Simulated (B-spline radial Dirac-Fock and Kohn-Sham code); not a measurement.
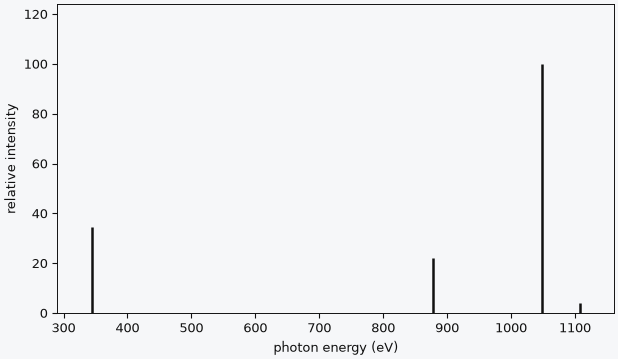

X-ray emission lines that fill an M2 (3p1/2) hole, as sticks. Species: the ion Ba²⁺. Level of theory: independent-particle rates on relativistic LDA orbitals of the hole state (multipoles to L = 3), energies from Dirac–Fock ΔSCF; calculated with a B-spline radial atomic code. Widths ruled by Coster–Kronig decay come out up to twice the measured ones in this model.

What multipole carries the M2-N3 line?

E2; it is forbidden as an electric dipole and holds 0.036 % of the emission.

How far apart are M2-N4 and M2-M4, and what is their intensity ratio?

704 eV apart, with M2-M4 at 0.35 of the intensity of M2-N4.

What are the natural width, lifetime and fluorescence yield of the M2 hole?

Width 5.37 eV, lifetime 0.123 fs, fluorescence yield 0.00110.
